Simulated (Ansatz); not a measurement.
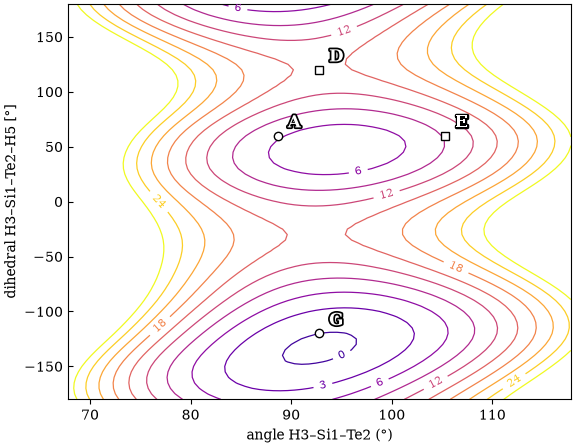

H₃SiTe, SMILES [SiH2-][TeH], charge −1. The first coordinate is: angle H3–Si1–Te2; the second: dihedral H3–Si1–Te2–H5. Nothing is relaxed (all other coordinates rigid). The scan uses a 13 × 12 grid. Points are written as (first, second). Energies are in kJ/mol, from the lowest grid point. Computed with RKS B3LYP-D4/def2-TZVPD in Ansatz.

Drawn: contour lines labelled in kJ/mol (none above 27), lettered points. Between grid points the surface is interpolated.

> Is G the lowest point of the computed grid?

Yes. G, at (92.8°, −120°), has the lowest energy of the grid.

> What kind of point is each of D, G: minimum, saddle, maximum or slope?

D: saddle point; G: minimum. (In these two coordinates alone; a stationary point may lie a little off the grid point.)
